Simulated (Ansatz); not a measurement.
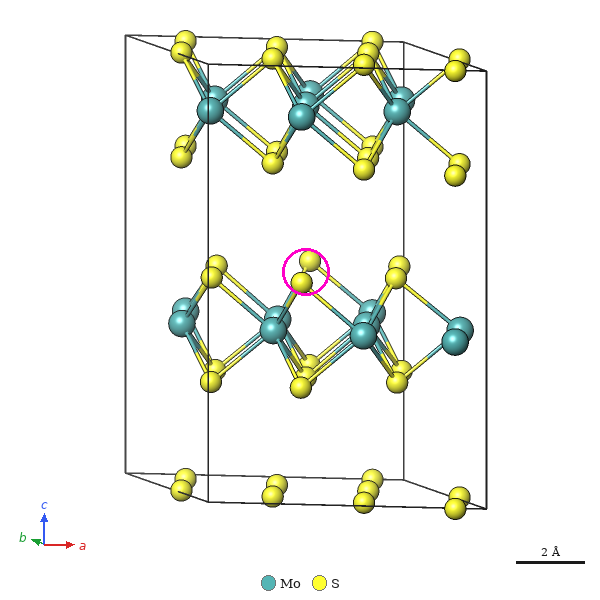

Crystal structure, ball-and-stick style, seen slightly off an axis. Thin lines show the supercell, with boundary atoms drawn in all their periodic places. The host is MoS₂, in a cell of 42 sites, and the cell is neutral. A ring marks the defect's site.

Name the defect and give its surroundings.

Answer. A sulfur vacancy. Around the empty site lie three Mo at about 2.4 Å.

The atoms were relaxed in the host's cell with Ansatz, DFT r2SCAN, scalar-relativistic, plane waves, PAW.
